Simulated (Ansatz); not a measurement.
## Fields on a plane of Al (fcc, Cu type)

```
CELL_PARAMETERS angstrom
      0.00000     2.01999     2.01999
      2.01999     0.00000     2.01999
      2.01999     2.01999     0.00000
ATOMIC_POSITIONS crystal
  Al 0.00000 0.00000 0.00000
```

The slice is a {111} plane (indices of the conventional cell) through the point (0.000, 0.000, 0.000) (fractional), spanned by u = [100] and v = [-1 2 0] in vectors of this cell: u (2.86 Å) and v (4.95 Å, at 90° to u). It covers one period; positions are fractions (u, v).

Atoms on it: Al at (0.00, 0.00); Al at (0.50, 0.50).

All values below come from PBE (plane waves to 420 eV, PAW, scalar-relativistic; Ansatz, a program for electronic structure). k mesh 20×20×20. Near the nuclei the fields are pseudised (PAW); where an atom keeps semicore shells as valence, they peak there. Al was relaxed with its symmetry unable to fall. The PAW data are Ansatz's earlier set.

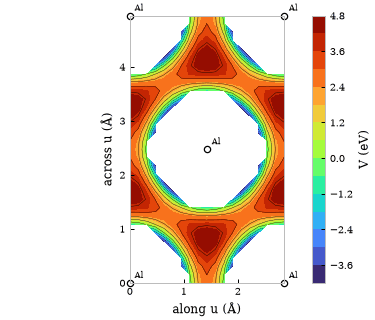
Figure: Electrostatic potential energy of an electron, from the cell's mean, in eV, one period of the plane, atoms marked. Points within 1 Å of a nucleus are left white, as the pseudised field means little there. Values under -4 eV are set to -4. The zero, the cell's mean, hangs on the PAW cores.

```
v \ u  0.00  0.11  0.22  0.33  0.44  0.56  0.67  0.78  0.89
-----  ----  ----  ----  ----  ----  ----  ----  ----  ----
0.88   0.18  0.30  0.55  0.62  0.57  0.57  0.62  0.55  0.30
0.75   0.60  0.60  0.61  0.61  0.60  0.60  0.61  0.61  0.60
0.62   0.56  0.59  0.61  0.43  0.21  0.21  0.43  0.61  0.59
0.50   0.61  0.64  0.45     x     x     x     x  0.45  0.64
0.38   0.56  0.59  0.61  0.43  0.21  0.21  0.43  0.61  0.59
0.25   0.60  0.60  0.61  0.61  0.60  0.60  0.61  0.61  0.60
0.12   0.18  0.30  0.55  0.62  0.57  0.57  0.62  0.55  0.30
0.00      x     x  0.21  0.60  0.62  0.62  0.60  0.21     x
```

Values: electron localisation function (ELF). Points within 0.5 Å of a nucleus are blanked (x), as the pseudised field means little there.

The density on the Al–Al line (2.86 Å) at its midpoint is 0.20 e/Å³ and the ELF at that point is 0.61. ELF maximum in the middle third of the Al–Al line: 0.63, 1.1 Å from Al.
